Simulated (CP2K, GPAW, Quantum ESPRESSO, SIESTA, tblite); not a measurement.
# Twisted graphene bilayer, 32.20° (156 atoms): one structure in several programs

Wanted: errors and costs of other methods on twisted graphene bilayer, 32.20° (156 atoms). A plane-wave run serves as the reference.

Calculated with Quantum ESPRESSO 7.5; Kohn-Sham DFT, PBE, SSSP efficiency 1.3.0 pseudopotentials, plane waves.

## (1) The starting structure

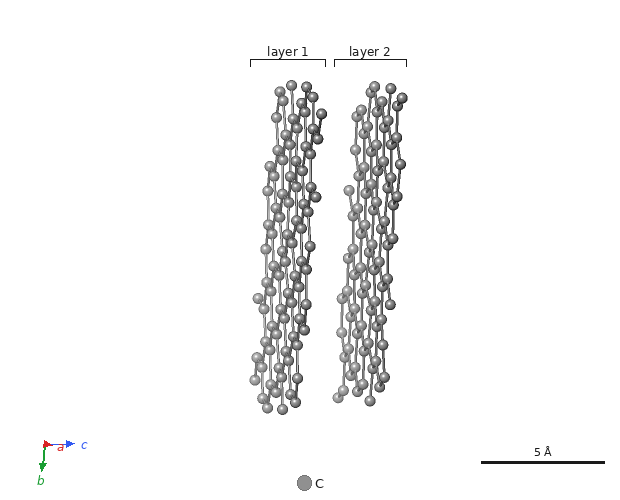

Start, viewed from the side, with the c axis across the page; carbon grey. Some periodic images of atoms are drawn too.

The cell holds 156 atoms: 156 C. Cell: a = 15.363 Å, b = 15.363 Å, c = 15.530 Å, α = 90.0°, β = 90.0°, γ = 120.0°. It derives from C (graphene). Graphene (a = 2.46 Å) under graphene (a = 2.46 Å), bilayer, commensurate cell of 39 unit cells a layer, twist 32.20 deg; facing planes 3.53 Å apart as built; 12 Å of vacuum; minimised with a classical potential. Then every atom was moved at random, 0.03 Å r.m.s. a Cartesian component. Regions: layer 1, 78 atoms (78 C); layer 2, 78 atoms (78 C). Vacuum lies along c.

## (2) Plane-wave reference

File pw.in:

```
&control
  calculation = 'scf'
  pseudo_dir = './pseudo'
  outdir = './tmp'
  disk_io = 'none'
  tprnfor = .true.
/
&system
  ibrav = 0
  nat = 156
  ntyp = 1
  ecutwfc = 45
  ecutrho = 360
  nosym = .true.
  occupations = 'smearing'
  smearing = 'fd'
  degauss = 0.003675
/
&electrons
  conv_thr = 7.8e-07
  electron_maxstep = 100
  mixing_beta = 0.2
  mixing_mode = 'local-TF'
  diagonalization = 'david'
/
ATOMIC_SPECIES
C 12.011 C.upf
CELL_PARAMETERS angstrom
15.36270 0.00000 0.00000
-7.68135 13.30449 0.00000
0.00000 0.00000 15.53000
ATOMIC_POSITIONS crystal
C 0.10509 0.69742 0.39062
C 0.12741 0.61449 0.38966
C 0.15477 0.87732 0.39034
C 0.18026 0.79760 0.39180
C 0.20420 0.04979 0.38751
C 0.22748 0.97234 0.38902
C 0.07876 0.10388 0.38923
C 0.10132 0.02348 0.39048
C 0.12752 0.28502 0.38801
C 0.14838 0.20442 0.39063
C 0.17810 0.46301 0.38797
C 0.20381 0.38253 0.38981
[... 140 atom lines left out ...]
C 0.00008 0.66745 0.60944
C 0.02645 0.77228 0.61155
C 0.94451 0.79344 0.60484
C 0.97154 0.89318 0.61196
K_POINTS gamma
```

Started as:

```
OMP_NUM_THREADS=1 mpirun -np 4 pw.x -in pw.in > output.txt
```

Numbers of over 12 decimals in the logs are rounded to 6 here.

The log of the run:

```text
Program PWSCF
     gamma-point specific algorithms are used
     one sub-group per band group will be used
     scalapack distributed-memory algorithm (size of sub-group:  2*  2 procs)
     Parallelization info
     sticks:   dense  smooth     PW     G-vecs:    dense   smooth      PW
     Min        5222    2607    646               617762   218378   27242
     Max        5224    2610    648               617772   218384   27256
     Sum       20893   10435   2587              2471073   873527  108993
     bravais-lattice index     =            0
     lattice parameter (alat)  =      29.0313  a.u.
     unit-cell volume          =   21420.7088 (a.u.)^3
     number of atoms/cell      =          156
     number of atomic types    =            1
[... lines left out ...]
     scf convergence threshold =      7.8E-07
[... lines left out ...]
     number of k points=     1  Fermi-Dirac smearing, width (Ry)=  0.0037
[... lines left out ...]
     total energy              =   -2881.33307394 Ry
[... lines left out ...]
     total energy              =   -2874.23165059 Ry
[... lines left out ...]
     total energy              =   -2876.29584940 Ry
[... lines left out ...]
     c_bands:  1 eigenvalues not converged
[... lines left out ...]
     total energy              =   -2876.17034308 Ry
[... lines left out ...]
     total energy              =   -2876.17034377 Ry
[... lines left out ...]
     iteration # 21     ecut=    45.00 Ry     beta= 0.20
     negative rho (up, down):  7.240E-03 0.000E+00
     End of self-consistent calculation
          k = 0.0000 0.0000 0.0000 ( 54497 PWs)   bands (ev):
   -19.0253 -18.8926 -18.5209 -18.4742 -18.4563 -18.4174 -18.3738 -18.3666
   -18.3448 -18.3148 -18.2905 -18.2609 -18.2242 -18.2126 -17.3179 -17.3030
   -17.2619 -17.2211 -17.1957 -17.1596 -17.1389 -17.1071 -17.0934 -17.0672
[...]
4.0276   4.4774   4.6578   4.6662   4.6703   4.6721   4.6808   4.6848
     5.2723   5.2845   5.2895   5.2920   5.2964   5.3012   5.3057   5.8823
     5.8974   5.9334   5.9630   5.9844   6.0471   6.0636
     the Fermi energy is     0.6185 ev
!    total energy              =   -2876.17034360 Ry
     total all-electron energy =    -11887.369604 Ry
     estimated scf accuracy    <       0.00000032 Ry
     smearing contrib. (-TS)   =      -0.02860790 Ry
     internal energy E=F+TS    =   -2876.14173569 Ry
     The total energy is F=E-TS. E is the sum of the following terms:
     one-electron contribution =  -12507.27113371 Ry
     hartree contribution      =    6434.87846558 Ry
     xc contribution           =    -724.55917832 Ry
     ewald contribution        =    4882.91926626 Ry
     one-center paw contrib.   =    -962.10915550 Ry
     convergence has been achieved in  21 iterations
     negative rho (up, down):  7.240E-03 0.000E+00
     Forces acting on atoms (cartesian axes, Ry/au):
     atom    1 type  1   force =    -0.05589029   -0.10289975   -0.01494133
     atom    2 type  1   force =    -0.02156420    0.07369271    0.00379773
     atom    3 type  1   force =     0.04486405   -0.17086227   -0.00610554
[...]
atom  155 type  1   force =     0.09747623    0.01130366    0.05224399
     atom  156 type  1   force =    -0.00307570    0.11348442   -0.03625986
     Total force =     1.426484     Total SCF correction =     0.000906
     Message from routine punch:
     Nothing written, as per user request (disk_io='none')
```

Run time: 11 min. Hardware: 4 MPI ranks of Arm Neoverse V1, shared host; peak memory 11 GiB.

Banners, paths, timers and routine set-up lines are dropped from the logs unmarked, and long logs keep their key lines alone; longer cuts are marked.

Numbers from this run:

```
r.m.s. force component : 1.695 eV/Å
longest force          : 6.809 eV/Å
```

## (3) Local order

Normalised to the volume that the atoms fill. Pair distribution function in bins of 0.2 Å:

```
r (Å)  total
 1.30   1.43
 1.50   2.88
 1.70   0.00
 1.90   0.00
 2.10   0.00
 2.30   0.26
 2.50   2.62
 2.70   0.18
 2.90   0.89
 3.10   0.00
 3.30   0.03
 3.50   0.34
 3.70   1.40
 3.90   0.59
 4.10   0.43
 4.30   1.17
 4.50   0.34
 4.70   0.26
 4.90   1.00
 5.10   0.95
 5.30   0.29
 5.50   0.24
 5.70   0.47
 5.90   0.29
 6.10   0.48
 6.30   0.41
 6.50   1.03
 6.70   0.21
```

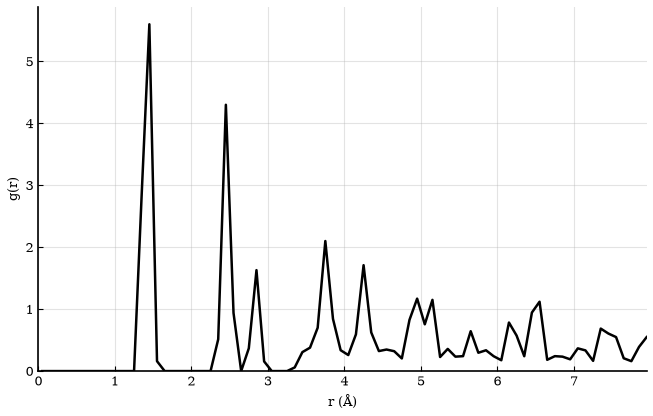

Pair distribution functions.

Bonds by pair of elements; cutoffs follow the first minimum of g(r), held within bounds set by covalent radii, and pairs that aren't listed don't count as bonded:

```
pair A-B  cutoff (Å)  bonds  mean length (Å)  spread (Å)  shortest (Å)  B about A  A about B
     C-C        1.85    234             1.42        0.04          1.32          3          3
```

How many atoms have how many bonded neighbours:

```
element  mean    3
      C     3  156
```

Rings of the network by King's shortest-path rule, up to 12 atoms, one path for each pair of neighbours; H, halogens, alkali and alkaline-earth atoms are left out, and the last column divides by all other atoms, bonded or not:

```
ring size (atoms)  rings  per network atom
                6     78               0.5
```

## (4) The ladder

The programs:
- CP2K 2026.2: Gaussian basis with GTH pseudopotentials and a plane-wave density; labels give functional, basis (MOLOPT sets; SR short-range, UZH the newer set with its own potentials), grid cutoff/relative cutoff and solver (OT: orbital transformation; TRS4, TC2, SIGN: linear-scaling purification with its sparsity filter), or its built-in tight binding.
- GPAW 26.7.0: PAW with atomic orbitals (LCAO), plane waves or a real-space grid of spacing h.
- SIESTA 5.4.2: numerical atomic orbitals, whose automatically made sets are far from complete, with PseudoDojo norm-conserving potentials that we converted to its format (checked against plane waves on the same files for H, C, O, Si, Ge and Ca alone); labels give functional, basis size, energy shift and mesh cutoff.
- tblite 0.8.0: extended tight binding, driven from Python.

All use the same cell and atoms; the electronic-structure runs use the same k-mesh, and an electronic temperature of 580 K (0.05 eV) where levels are smeared.

Differences are against the plane-wave reference, forces as r.m.s. over components; share is that over the reference's r.m.s. force, slope the least-squares factor from reference forces to these. Total energies of different programs have different zeros and aren't compared.

```
                                                          run  Δ force, r.m.s. (meV/Å)  share (%)  slope  cores  CPU time  memory (GiB)
                                                    reference                        -          -      -      4    45 min            11
      CP2K PBE+D4, DZVP-MOLOPT-SR, 450/50 Ry, diagonalisation                     50.0       2.95  1.015      4    12 min           8.2
CP2K PBE, DZVP-MOLOPT-SR, 157/50 Ry, diagonalisation (coarse)                     48.0       2.83  1.016      4     9 min           2.7
CP2K PBE, DZVP-MOLOPT-SR, 450/30 Ry, diagonalisation (coarse)                     30.4       1.79  1.015      4   9.7 min           8.1
         CP2K PBE, DZVP-MOLOPT-SR, 450/50 Ry, diagonalisation                     30.4       1.80  1.015      4    11 min           8.1
         CP2K PBE, DZVP-MOLOPT-SR, 630/50 Ry, diagonalisation                     30.4       1.79  1.015      4    15 min            13
 CP2K PBE, SZV-MOLOPT-SR, 450/50 Ry, diagonalisation (coarse)                      452       26.6  1.261      2   4.6 min           6.2
            CP2K PBE, TZVP-MOLOPT, 450/50 Ry, diagonalisation                     12.1      0.714  1.004      4     1.7 h           8.8
        CP2K SCAN, DZVP-UZH(SCAN), 600/50 Ry, diagonalisation                     61.1       3.60  1.018      2    49 min            11
                                  GPAW PBE, LCAO dzp, h 0.2 Å                      124       7.29  1.059      2   6.5 min           2.2
                        GPAW PBE, LCAO dzp, h 0.22 Å (coarse)                      121       7.13  1.056      2   5.8 min           1.9
                     GPAW PBE, LCAO sz(dzp), h 0.2 Å (coarse)                      550       32.4  1.252      1      91 s           1.2
                                 GPAW RPBE, LCAO dzp, h 0.2 Å                      138       8.13  1.066      2   6.5 min           2.2
          SIESTA PBE, DZ, shift 0.01 Ry, mesh 300 Ry (coarse)                      271       16.0  1.147      2   2.5 min           1.2
                  SIESTA PBE, DZP, shift 0.01 Ry, mesh 300 Ry                      214       12.6  1.104      4   7.7 min           2.2
         SIESTA PBE, SZP, shift 0.01 Ry, mesh 300 Ry (coarse)                      443       26.1  1.191      2   5.2 min           1.6
               SIESTA PBEsol, DZP, shift 0.01 Ry, mesh 300 Ry                      239       14.1  1.113      4   7.7 min           2.2
                                              tblite GFN1-xTB                      123       7.27  0.961      1       4 s          0.14
                                              tblite GFN2-xTB                      134       7.88  0.952      1     8.6 s          0.16
```

Rows marked coarse were listed beforehand as settings not expected to be converged; some can still land near the reference.

CPU time is summed over cores on a shared host, where runs went side by side, so it is rough. Symmetry, cutoffs, thresholds, outputs and thread counts weren't matched or tuned between programs; memory under MPI is the largest rank's times the ranks.

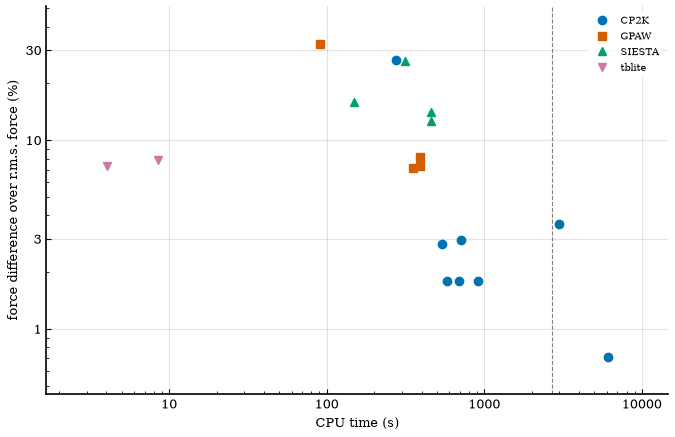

Force difference against CPU time; the dashed line marks the reference's time.

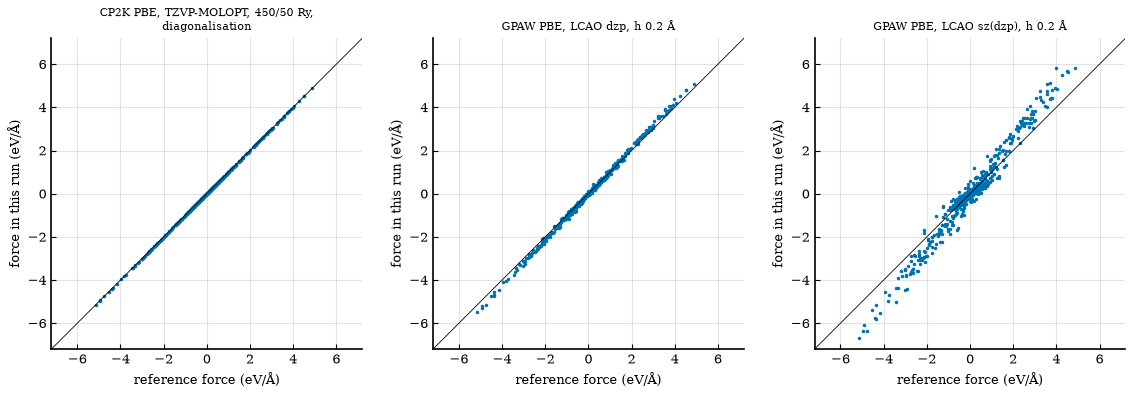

Force components against those of the reference; the line marks equality.

Within one program, basis, potentials and functional, energies share a zero. Each run against its twin at the usual cutoff or grid and solver:

```
                                                 run                                        twin  Δ energy (meV/atom)  Δ force, r.m.s. (meV/Å)  CPU time over the twin's
CP2K PBE, DZVP-MOLOPT-SR, 157/50 Ry, diagonalisation  DZVP-MOLOPT-SR, 450/50 Ry, diagonalisation               -0.513                     35.7                      0.79
CP2K PBE, DZVP-MOLOPT-SR, 450/30 Ry, diagonalisation  DZVP-MOLOPT-SR, 450/50 Ry, diagonalisation               -0.130                    0.431                      0.84
CP2K PBE, DZVP-MOLOPT-SR, 630/50 Ry, diagonalisation  DZVP-MOLOPT-SR, 450/50 Ry, diagonalisation              -9.0e-4                    0.623                       1.3
                        GPAW PBE, LCAO dzp, h 0.22 Å                           LCAO dzp, h 0.2 Å                 93.9                     23.9                       0.9
```

## (5) What came out

| Item | Value |
| --- | --- |
| reference r.m.s. force component | 1.70 eV/Å |
| nearest in forces | CP2K PBE, TZVP-MOLOPT, 450/50 Ry, diagonalisation, 0.71 % |
| farthest in forces | GPAW PBE, LCAO sz(dzp), h 0.2 Å (coarse), 32 % |
| cheapest electronic-structure run beside the reference | tblite GFN1-xTB, 4 s of CPU time |

What this shows: The PBE runs in local orbitals, coarse settings apart, differ by 0.71 % (CP2K PBE, TZVP-MOLOPT, 450/50 Ry, diagonalisation) to 13 % (SIESTA PBE, DZP, shift 0.01 Ry, mesh 300 Ry); basis, grid and potentials can all enter. Tight binding differs by 7.3 % (tblite GFN1-xTB) to 7.9 % (tblite GFN2-xTB); it is another model, with fitted parameters of its own, and the xTB methods hold dispersion. Rows with another functional or a dispersion term differ by 3.0 % (CP2K PBE+D4, DZVP-MOLOPT-SR, 450/50 Ry, diagonalisation) to 14 % (SIESTA PBEsol, DZP, shift 0.01 Ry, mesh 300 Ry), which mixes the change of model with differences of basis and potentials. Runs with settings chosen to be coarse differ by 1.8 % (CP2K PBE, DZVP-MOLOPT-SR, 450/30 Ry, diagonalisation) to 32 % (GPAW PBE, LCAO sz(dzp), h 0.2 Å), their programs' other errors included. Of the electronic-structure runs that take under half the reference's CPU time, CP2K PBE, DZVP-MOLOPT-SR, 450/30 Ry, diagonalisation is among the nearest, at 1.8 % in 9.7 min against 45 min. CP2K PBE, SZV-MOLOPT-SR, 450/50 Ry, diagonalisation stiffens the forces by a factor of 1.26 while following their directions (correlation 0.999); the slopes of the 8 CP2K runs lie between 1.00 and 1.26. In the reference: no gap is quoted, since levels at the Fermi energy are partly filled. In the reference: the first maximum of g(r) stands at about 1.42 Å. Periodic xTB results under one method name differ between programs and library versions. The reference's PBE has no dispersion term, which matters for the binding between molecules or layers. The electronic-structure runs sample only Γ, in a cell whose shortest periodic width is 13 Å, which is coarse for a cell with partly filled levels.

[Also dropped from logs without a mark: logging warnings of Python, and SIESTA's first energy breakdown and zero terms.]

[Logs are printed without paths, hosts, clocks, repeated set-up lines and the standing remarks that a program may print on its own settings, such as how far it seeks lower states.]

[Hosts, paths, dates, database ids (printed as entryN), source tags and the programs' standing remarks are cut or masked in the printed files.]
